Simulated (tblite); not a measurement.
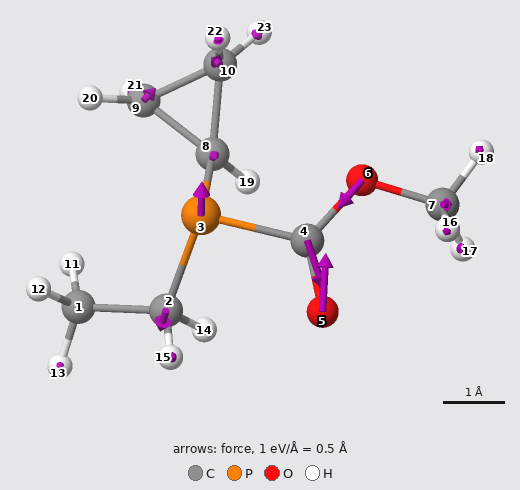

Starting geometry of C7H13O2P with the computed forces as purple arrows. The picture is a ball-and-stick view, seen at a tilt.

All numbers below come from tblite, GFN2-xTB geometry optimisation, gas phase. 

Question: What follows when this structure is relaxed?

Answer: It isn't relaxed: the largest force vector, on O5, is 1.97 eV/Å. The final displacements have little in common with the starting forces (cosine between the two patterns 0.15). The largest move after the best rigid fit is that of H18, 0.39 Å. By element the largest moves are H 0.39 Å, O 0.25 Å, C 0.19 Å, P 0.06 Å. Among the contacts that change: C2–P3 1.825 → 1.861 Å, C4–O5 1.234 → 1.202 Å, C4–O6 1.355 → 1.330 Å, C9–C10 1.511 → 1.491 Å. Bond angles that change, for instance: P3–C4–O5 116.9° → 125.9°, P3–C4–O6 117.8° → 108.9°, C2–P3–C4 100.1° → 95.8°. The energy falls by 4.72 kcal/mol in 111 geometry steps.
